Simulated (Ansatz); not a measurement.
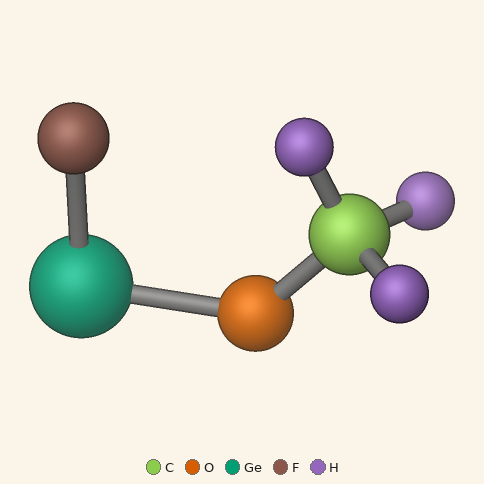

Computed geometry: PBE-D4/def2-SVP optimisation. No frequency run is at hand to confirm it as a minimum.

Give the structural formula.

SMILES: C[O][Ge][F]

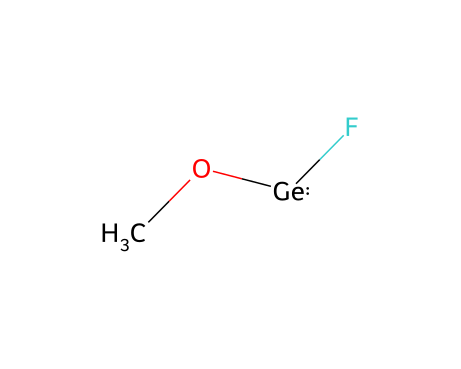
